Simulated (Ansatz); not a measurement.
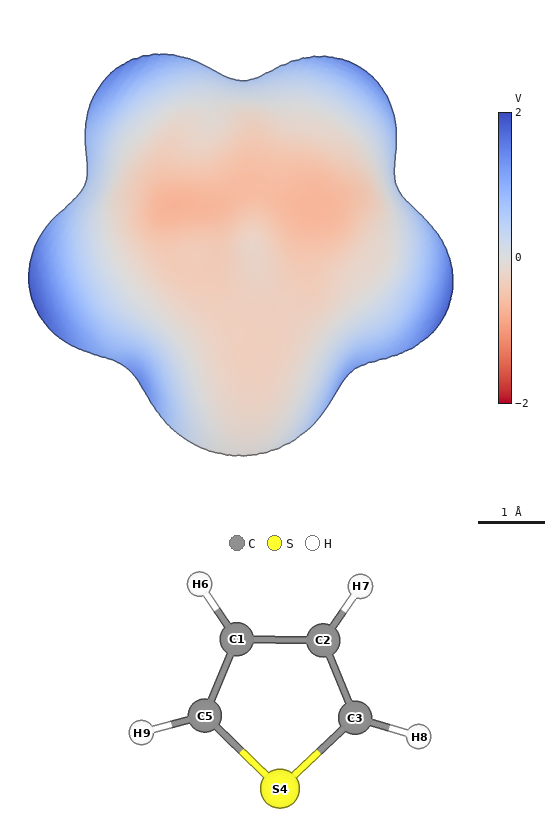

Figure 1: C4H4S. The molecular electrostatic potential painted on the density surface at 0.004 e/bohr³, seen across its widest extent; the colour scale runs from red (negative) to blue (positive). The bare structure is drawn below in the same view.

Geometry: PBE0-D4/def2-TZVP.

Computed with Ansatz 0.2.0, RKS PBE0-D4/def2-TZVPP.

```tsv
atom	x (Å)	y (Å)	z (Å)
C	0.1964	0.9715	0.0102
C	0.9777	-0.2068	0.1040
C	0.2222	-1.3397	0.0319
S	-1.4328	-0.9736	-0.1494
C	-1.1334	0.7045	-0.1309
H	0.6022	1.9737	0.0457
H	2.0534	-0.2146	0.2199
H	0.5520	-2.3663	0.0758
H	-1.9490	1.4050	-0.2244
```

**Which sites attract a positive test charge, and which a negative one?**

A positive charge is drawn to the negative regions and a negative charge to the positive ones. The most negative region (about −0.7 V) lies over the π face of C1, C2, C3 and C5, the most positive (about +1.8 V) over H8 and H9.
